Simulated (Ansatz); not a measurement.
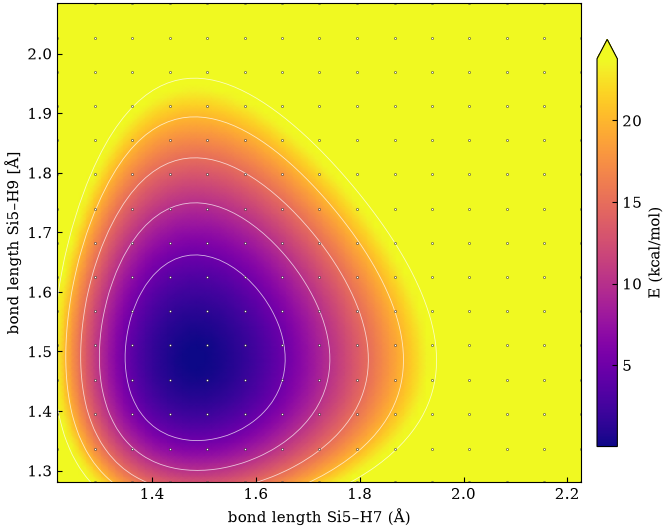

CH4F2OSi, SMILES FC(F)O[SiH3]. First axis: bond length Si5–H7. Second axis: bond length Si5–H9. Nothing is relaxed (all other coordinates rigid). The scan uses a 15 × 15 grid. Points are written as (first, second). Energies: kcal/mol, counted from the relaxed molecule at the same level. The reference is spin-restricted, which grows unreliable where a bond is stretched far. These are results of RKS PBE0-D4/def2-SVP (Ansatz 0.2.0), not measurements.

In the figure: a smooth colour map with a few white contour lines, dots at the grid points, one colour for all values above the top of the scale. Between grid points the surface is interpolated.

**Where is the minimum, and how stiff is the well along each coordinate?**

The interpolated minimum is at bond length Si5–H7 ≈ 1.485 Å, bond length Si5–H9 ≈ 1.488 Å. The curvatures there are about 19 eV/Å² and 18 eV/Å², with a cross term of about 0 eV/Å². Round the minimum the contours are nearly round: the two directions are equally stiff and uncoupled. (1 eV is 23.1 kcal/mol.)
